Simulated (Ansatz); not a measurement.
Computed with PBE (plane waves to 420 eV, PAW; Ansatz, an electronic-structure program).

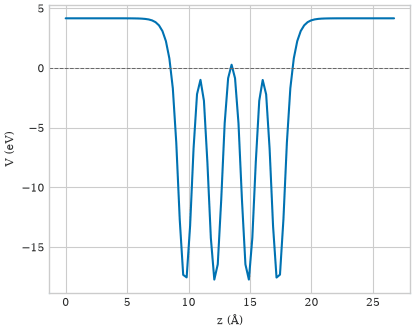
*Planar average of the electrostatic potential across the slab, in eV from the Fermi level, for a 2x2 cell of the 1x1 (0001) surface of hcp Zr, relaxed from a rattled start*

Slab: 16 atoms, 7.6 Å thick at the start (thin: gaps and levels are the slab's own); k 5x5x1, smearing 0.1 eV, dipole-corrected; 8 atoms held, the rest relaxed; no symmetry held; no spin, no spin-orbit, no U.

The vacuum level lies 4.16 eV above the Fermi level over the top face and 4.16 eV above it under the bottom face.
